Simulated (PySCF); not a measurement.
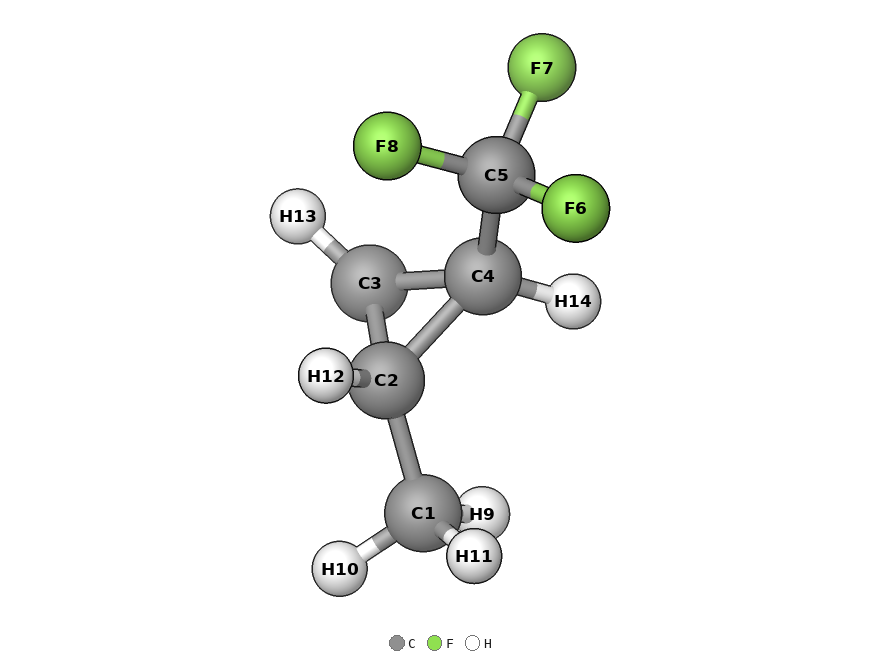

The species is neutral and a spin doublet. The geometry was computed by an optimisation with GFN2-xTB. No frequency run is at hand to confirm it as a minimum. Method: UKS B3LYP, pcH-1 on C F H, non-relativistic (PySCF 2.14.0). Fermi-contact and spin-dipolar terms alone, no spin-orbit part.

Which nucleus has the largest dipolar (anisotropic) hyperfine coupling?

13C at C3: principal values −77.1, −72.8, 149.9 MHz.

List the isotropic and dipolar parts for the most strongly coupled nuclei, one of each equivalent set.

```
atom  isotope  a_iso (MHz)   dipolar part (MHz)
  C3      13C        270.9  −77.1, −72.8, 149.9
 H13       1H        −18.2    −34.4, −3.9, 38.3
  F6      19F         16.4   −13.3, −13.2, 26.5
  F8      19F          1.0     −9.0, −2.9, 11.9
 H14       1H         78.5      −6.3, −3.7, 9.9
  C1      13C         43.0      −4.0, −3.5, 7.5
 H12       1H         64.6      −5.5, −1.8, 7.4
  H9       1H         −2.8      −5.0, −2.3, 7.2
```
